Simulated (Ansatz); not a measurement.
# Phonons of HfB2 (P6/mmm) against volume, part 2 of 2

Wanted: Grüneisen parameters and pressure coefficients of the modes of HfB2 (P6/mmm).

Ansatz 0.2.0; DFT LDA, scalar-relativistic, plane waves, PAW; PAW set soft_1.

So far, highest optical mode at the zone centre (no LO-TO term) (cm⁻¹): step 5 (modes at rest) 833.

### Step 6. Relaxation of a member: 1.06 times the volume at rest

The cell is set to 1.06 times the volume at rest, and shape and atoms relax at that volume.

The input, input.yaml:

```yaml
crystal:
  lattice:
    - [3.1603505332, 0.0, 0.0]
    - [-1.5801752666, 2.7369438467, 0.0]
    - [0.0, 0.0, 3.4970696521]
  atoms:
    - { symbol: B, position: [0.3333333333, 0.6666666667, 0.5] }
    - { symbol: B, position: [0.6666666667, 0.3333333333, 0.5] }
    - { symbol: Hf, position: [0.0, 0.0, 0.0] }
kpoints:
  mp_grid: { grid: [15, 15, 12] }
hamiltonian:
  xc: lda
  pseudopotentials: { kind: paw, azcp: { folder: soft_1 }, xc_functional: pbe }
scf:
  occupations: { method: methfessel_paxton, width: 0.2 }
output:
  forces: true
  stress: true
  eigenvalues: true
relax:
  adjacent_minimum: "off"
  f_tol: 0.001
  max_steps: 60
  cell: { stress_tol: 0.01, fix: [volume] }
```

Command:

```sh
ansatz run input.yaml --threads 4 --pin off --max-ram 10240MiB --backend cpu --events-out ev --progress --plain --runs-dir out
```

Numbers of over 12 decimals in the logs are rounded to 6 here.

The log of the run:

```text
[...]
Crystal: 3 atoms, lattice volume = 30.249 Å³
Basis set: ecut = 420 eV, 563 PW (Γ)
Bands: 20, of which v1, the nominal top of the filled ones, is band 16 counted from 1 (15 counted from 0)
Symmetry: 24 space group operations
[...]
k-points: 189 of 2700
[...]
k-point 188: bands = [... 12 lower, 9.6211, 13.1126, 15.4159, 15.4159, 22.7387, 23.7401, 25.2201, 25.2201]
--- Relaxed structure (3 steps of the walk, 3 accepted, 1 SCFs on fresh bases) ---
[...]
cell:  # Å, volume = 30.2486 Å³
    - [3.158535, 0.0, 0.0]
    - [-1.579267, 2.735371, 0.0]
    - [0.0, 0.0, 3.501091]
  atoms:
    - { symbol: B, position: [0.333333, 0.666667, 0.500000] }
    - { symbol: B, position: [0.666667, 0.333333, 0.500000] }
    - { symbol: Hf, position: [0, 0, 0.0] }
[key lines of the parts left out:]
SCF converged after 6 iterations
Free energy (F): -15780.251780 eV
Fermi energy:    18.528451 eV
P = ⅓ Tr σ = -14.2252 GPa (-142.252 kbar)
```

Run time: 4.1 s. Hardware: 4 threads of INTEL XEON PLATINUM 8581C at 2.10GHz (Emerald Rapids), shared host; peak memory 0.48 GiB.

Relaxation path:

```tsv
step	energy less that of the first step (eV)	largest force component (eV/Å)	pressure (GPa)	volume (Å³)
1	0.0000	0.0000	-14.26	30.25
2	-0.0001	0.0000	-14.21	30.25
3	-0.0001	0.0000	-14.22	30.25
4*	-0.0001	0.0000	-14.23	30.25
```

Relaxation steps marked * repeat the geometry before them on a plane-wave basis chosen anew for their cell, so energy and pressure can jump there.

The run keeps the 24 symmetry operations that it works with, so distortions that break them were not tested.

```tsv
conventional cell, symmetrised	before	after	change
a (Å)	3.160	3.159	-0.1 %
b (Å)	3.160	3.159	-0.1 %
c (Å)	3.497	3.501	+0.1 %
volume (Å³/atom)	10.08	10.08	+0.0 %
```

Final coordinates:

```
B Hf
1.0
     3.15853    0.00000    0.00000
    -1.57927    2.73537    0.00000
     0.00000    0.00000    3.50109
B Hf
2 1
Direct
  0.33333 0.66667 0.50000
  0.66667 0.33333 0.50000
  0.00000 0.00000 0.00000
```

Numbers from this step:

| Property | Result |
| --- | --- |
| pressure | -14.23 GPa |
| volume per atom | 10.08 Å³ |

The forces vanish by symmetry, at a pressure of -14.23 GPa.

### Step 7. Modes of this member: 1.06 times the volume at rest

The zone-centre modes follow for 1.06 times the volume at rest.

input.yaml, the sections that differ from step 6:

```yaml
crystal:
  lattice:
    - [3.1585348588, 0.0, 0.0]
    - [-1.5792674294, 2.7353714264, 0.0]
    - [0.0, 0.0, 3.5010913681]
  atoms:
    - { symbol: B, position: [0.3333333333, 0.6666666667, 0.5] }
    - { symbol: B, position: [0.6666666667, 0.3333333333, 0.5] }
    - { symbol: Hf, position: [0.0, 0.0, 0.0] }
output:
  eigenvalues: true
phonons:
  method: dfpt
# kpoints, hamiltonian, scf: as in step 6
# relax: removed
```

The log of the run:

```text
[...]
Crystal: 3 atoms, lattice volume = 30.249 Å³
Basis set: ecut = 420 eV, 563 PW (Γ), exchange–correlation on 48×48×48 points (8 copies of the dense FFT grid, shifted against one another)
Bands: 20, of which v1, the nominal top of the filled ones, is band 16 counted from 1 (15 counted from 0)
Symmetry: 24 space group operations
k-points: 448 of 2700 (irreducible under 4 space group operations, time reversal used)
[...]
SCF iter   1: F=—  HF=-15780.836060 eV  |F-HF|=—  |Δ(HF+E_count)|=         —  Δρ=6.25e-2  dr2=1.90e0  ethr=3.10e-3  ⟨swp⟩=4.3  Hψ=35340  notcnv=0
[...]
SCF iter  10: F=-15780.251781 eV  HF=-15780.251781 eV  |F-HF|=0.00e0  |Δ(HF+E_count)|=  3.64e-12  S|Δr|=    0.00e0  Δρ=4.71e-8  dr2=4.08e-13  ethr=1.00e-12  ⟨swp⟩=4.3  Hψ=69452  notcnv=0
SCF 1 converged in 10 iterations: F = -15780.251781 eV  dr2 = 4.08e-13
[...]
SCF converged after 10 iterations
[...]
Free energy (F): -15780.251781 eV
[...]
Internal energy: -15780.252253 eV  (E = F + TS)
E sigma→0 (E₀):  -15780.251899 eV
Entropy (-TS):   0.000472 eV (0.157 meV/atom)
Fermi energy:    18.528451 eV
[...]
--- Band table (eV; the first three rows and the last of 448) ---
  k-point 0: bands = [... 12 lower, 15.5431, 15.6572, 15.6572, 15.8431, 22.3414, 22.3414, 22.9864, 22.9864]
  k-point 1: bands = [... 12 lower, 14.6380, 15.7275, 15.7275, 16.7051, 21.5869, 21.5869, 22.7582, 22.7582]
  k-point 2: bands = [... 12 lower, 13.5650, 15.9353, 15.9353, 17.6733, 20.6281, 20.6281, 22.1555, 22.1555]
  k-point 447: bands = [... 12 lower, 11.4284, 13.4947, 14.0905, 15.6618, 22.3348, 23.5370, 23.7180, 24.8888]
[...]
ASR residual: 7.081e-6 → 0.000e0 eV/Å²; symmetrization residual: 7.065e-7 eV/Å²
  ASR residual per site (eV/Å²): 2.69e-6 2.69e-6 7.08e-6
  Γ frequencies (cm⁻¹): 0.00 0.00 0.00 420.39 420.39 432.74 531.99 768.82 768.82
[...]
```

It took 19 s on 4 threads; peak memory 1.2 GiB; 67 s of CPU time.

Numbers from this step:

```yaml
sum_rule_residual_before_enforcement: 7.08e-6 eV/Å²
highest_optical_mode_at_the_zone_centre_no_lo_to_term: 768.8 cm⁻¹
lowest_optical_zone_centre_mode: 420.4 cm⁻¹
```

Patterns of degenerate modes are one choice out of their space. The modes at Γ (shares of kinetic energy by element, %):

```tsv
mode	frequency (cm⁻¹)	symmetry	B %	Hf %
1	0.0	acoustic	11	89
2	0.0	acoustic	11	89
3	0.0	acoustic	11	89
4	420.4	E1u	89	11
5	420.4	E1u	89	11
6	432.7	A2u	89	11
7	532.0	B1g	100	0
8	768.8	E2g	100	0
9	768.8	E2g	100	0
```

The lowest optical mode is real, 420 cm⁻¹, and the highest lies at 768.8 cm⁻¹.

Between step 5 and this run (volume ratio 1.06) the value for the highest optical mode at the zone centre (no LO-TO term) moves from 833 cm⁻¹ to 769 cm⁻¹ (-8 %).

### Step 8. Relaxation of a member: 0.9 times the volume at rest

The cell is set to 0.9 times the volume at rest, and shape and atoms relax at that volume.

input.yaml, the sections that differ from step 7:

```yaml
crystal:
  lattice:
    - [3.0015795207, 0.0, 0.0]
    - [-1.5007897604, 2.5994441164, 0.0]
    - [0.0, 0.0, 3.2916354454]
  atoms:
    - { symbol: B, position: [0.3333333333, 0.6666666667, 0.5] }
    - { symbol: B, position: [0.6666666667, 0.3333333333, 0.5] }
    - { symbol: Hf, position: [0.0, 0.0, 0.0] }
output:
  forces: true
  stress: true
  eigenvalues: true
relax:
  adjacent_minimum: "off"
  f_tol: 0.001
  max_steps: 60
  cell: { stress_tol: 0.01, fix: [volume] }
# kpoints, hamiltonian, scf: as in step 7
# phonons: removed
```

The log of the run:

```text
[...]
Crystal: 3 atoms, lattice volume = 25.683 Å³
Basis set: ecut = 420 eV, 503 PW (Γ)
Bands: 20, of which v1, the nominal top of the filled ones, is band 16 counted from 1 (15 counted from 0)
Symmetry: 24 space group operations
[...]
k-points: 189 of 2700
[...]
--- Relaxed structure (3 steps of the walk, 3 accepted, 1 SCFs on fresh bases) ---
[...]
cell:  # Å, volume = 25.6828 Å³
    - [3.002837, 2.8879625397184886e-11, 0]
    - [-1.501419, 2.600533, 0]
    - [0, 0, 3.288879]
  atoms:
    - { symbol: B, position: [0.333333, 0.666667, 0.500000] }
    - { symbol: B, position: [0.666667, 0.333333, 0.500000] }
    - { symbol: Hf, position: [0, 0, 0.0] }
[key lines of the parts left out:]
SCF converged after 6 iterations
Free energy (F): -15780.042162 eV
Fermi energy:    21.860109 eV
P = ⅓ Tr σ = 35.3967 GPa (353.967 kbar)
```

The job ended after 3.8 s (4 threads; peak memory 0.48 GiB; 13 s of CPU time).

Little changed from the start: no atom moved by 0.005 Å and no cell edge by 0.1 %.

Numbers from this step:

```yaml
pressure: 35.40 GPa
volume_per_atom: 8.561 Å³
```

The forces vanish by symmetry, at a pressure of 35.40 GPa.

### Step 9. Zone-centre modes of the member: 0.9 times the volume at rest

The zone-centre modes follow for 0.9 times the volume at rest.

input.yaml, the sections that differ from step 8:

```yaml
crystal:
  lattice:
    - [3.0028371968, 0.0, 0.0]
    - [-1.5014185984, 2.6005332958, 0.0]
    - [0.0, 0.0, 3.2888787564]
  atoms:
    - { symbol: B, position: [0.3333333333, 0.6666666667, 0.5] }
    - { symbol: B, position: [0.6666666667, 0.3333333333, 0.5] }
    - { symbol: Hf, position: [0.0, 0.0, 0.0] }
output:
  eigenvalues: true
phonons:
  method: dfpt
# kpoints, hamiltonian, scf: as in step 8
# relax: removed
```

The log of the run:

```text
[...]
Crystal: 3 atoms, lattice volume = 25.683 Å³
Basis set: ecut = 420 eV, 503 PW (Γ), exchange–correlation on 48×48×48 points (8 copies of the dense FFT grid, shifted against one another)
Bands: 20, of which v1, the nominal top of the filled ones, is band 16 counted from 1 (15 counted from 0)
Symmetry: 24 space group operations
k-points: 448 of 2700 (irreducible under 4 space group operations, time reversal used)
[...]
k-point 2: bands = [... 12 lower, 16.7221, 18.8500, 18.8500, 21.0641, 24.2629, 24.2629, 26.2565, 26.2565]
  k-point 447: bands = [... 12 lower, 14.1739, 16.5166, 17.3618, 18.7207, 26.6437, 28.0244, 28.2469, 29.4011]
[...]
ASR residual: 4.013e-5 → 0.000e0 eV/Å²; symmetrization residual: 7.484e-7 eV/Å²
  ASR residual per site (eV/Å²): 2.01e-5 2.01e-5 4.01e-5
  Γ frequencies (cm⁻¹): 0.00 0.00 0.00 526.66 526.66 582.01 647.52 953.93 953.93
[...]
[key lines of the parts left out:]
SCF converged after 10 iterations
Free energy (F): -15780.042163 eV
Fermi energy:    21.860109 eV
```

Wall time 17 s (4 threads); peak memory 1.1 GiB; 62 s of CPU time.

Numbers from this step:

```
sum-rule residual before enforcement                    : 4.01e-5 eV/Å²
highest optical mode at the zone centre (no LO-TO term) : 953.9 cm⁻¹
lowest optical zone-centre mode                         : 526.7 cm⁻¹
```

Patterns of degenerate modes are one choice out of their space. The modes at Γ (shares of kinetic energy by element, %):

```tsv
mode	frequency (cm⁻¹)	symmetry	B %	Hf %
1	0.0	acoustic	11	89
2	0.0	acoustic	11	89
3	0.0	acoustic	11	89
4	526.7	E1u	89	11
5	526.7	E1u	89	11
6	582.0	A2u	89	11
7	647.5	B1g	100	0
8	953.9	E2g	100	0
9	953.9	E2g	100	0
```

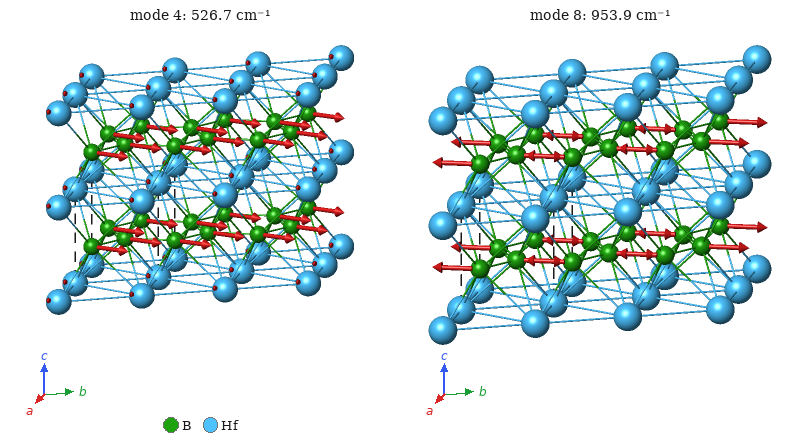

Displacement patterns of modes 4 and 8 at Γ; arrows are exaggerated. 2×3×2 cells are drawn. Some periodic images of atoms are drawn too.

The lowest optical mode is real, 527 cm⁻¹, and the highest lies at 953.9 cm⁻¹.

Between step 5 and this run (volume ratio 0.9) the value for the highest optical mode at the zone centre (no LO-TO term) moves from 833 cm⁻¹ to 954 cm⁻¹ (+15 %).

### Step 10. The series together

The members are set side by side, also those not shown above.

Each row is one cell with its response, relaxed at fixed volume as far as symmetry leaves anything free; energies are extrapolated to zero smearing, and E0 is that at rest; shape and atoms are relaxed in each cell where symmetry leaves them free; all runs use 15×15×12 k points and Methfessel-Paxton smearing of 0.2 eV. State of the crystal along the series:

```tsv
volume ratio	V (Å³/atom)	pressure (GPa)	E - E0 (meV/atom)	first cell vector (Å)	third cell vector (Å)
0.9	8.561	35.4	96.44	3.003	3.289
0.92	8.751	26.84	59.57	3.024	3.316
0.94	8.941	19.11	32.37	3.044	3.343
0.96	9.132	12.1	13.91	3.064	3.369
0.98	9.322	5.755	3.364	3.084	3.396
0.99	9.417	2.808	0.8255	3.093	3.409
1	9.512	0.004083	0	3.103	3.422
1.02	9.702	-5.209	3.135	3.122	3.449
1.04	9.893	-9.937	12.17	3.14	3.475
1.06	10.08	-14.22	26.56	3.159	3.501
```

Each mode is tracked from rest by its pattern, and modes that stay within 0.3 cm⁻¹ of each other stand once; shape and atoms are relaxed in each cell where symmetry leaves them free; all runs use 15×15×12 k points and Methfessel-Paxton smearing of 0.2 eV. Optical modes along the series:

```tsv
V (Å³/atom)	mode 4 E1u (cm⁻¹)	mode 6 A2u (cm⁻¹)	mode 7 B1g (cm⁻¹)	mode 8 E2g (cm⁻¹)
8.561	526.7	582	647.5	953.9
8.751	512	561.5	631.8	927.9
8.941	497.7	541.5	616.5	902.8
9.132	483.9	522.2	601.6	878.6
9.322	470.4	503.4	587	855.2
9.417	463.9	494.1	579.8	843.8
9.512	457.4	485	572.8	832.5
9.702	444.7	467.2	558.9	810.6
9.893	432.4	449.8	545.3	789.4
10.08	420.4	432.7	532	768.8
```

From cubic fits (parabolas where under five rows exist) of ln ω and P against ln V through the rows within about 4 % of rest: γ = −d ln ω / d ln V and dω/dP = γ ω / B. Slopes at rest:

```tsv
mode	fitted frequency at rest (cm⁻¹)	Grüneisen parameter γ	dω/dP (cm⁻¹/GPa)
mode 4 E1u	457.4	1.41	2.35
mode 6 A2u	485	1.86	3.3
mode 7 B1g	572.8	1.23	2.57
mode 8 E2g	832.5	1.34	4.07
```

### Step 11. Summary of results

```yaml
members: 10
highest_optical_mode_at_the_zone_centre_no_lo_to_term_at_rest: 832.5 cm⁻¹
bulk_modulus_at_rest: 274 GPa
mode_4_e1u_gamma: 1.41
mode_6_a2u_gamma: 1.86
mode_7_b1g_gamma: 1.23
mode_8_e2g_gamma: 1.34
```

In words: The series spans -14.2 to 35.4 GPa, and the slope at rest gives a bulk modulus of 274 GPa. Among the modes in the table of slopes γ runs from 1.23 (mode 7 B1g) to 1.86 (mode 6 A2u). One k mesh and one cutoff serve the ground states and modes of all volumes. These are harmonic frequencies at zero temperature: anharmonic shifts, linewidths and thermal expansion are left out. Spin-orbit coupling is left out, which can matter for the heavy elements here. With no gap, or one that is small against the smearing, the frequencies hang on the k mesh and the smearing, most of all near Kohn anomalies. The PAW files were made for PBE; the program adapts parts of them to the functional of the run, but their partial waves stay those of PBE, an approximation that was not tested in this session. Only the zone centre was solved, so an instability at another wavevector cannot show here.

[Logs are printed without paths, hosts, clocks, repeated set-up lines and the standing remarks that a program may print on its own settings, such as how far it seeks lower states.]

[Hosts, paths, dates, database ids (printed as entryN), source tags and the programs' standing remarks are cut or masked in the printed files.]
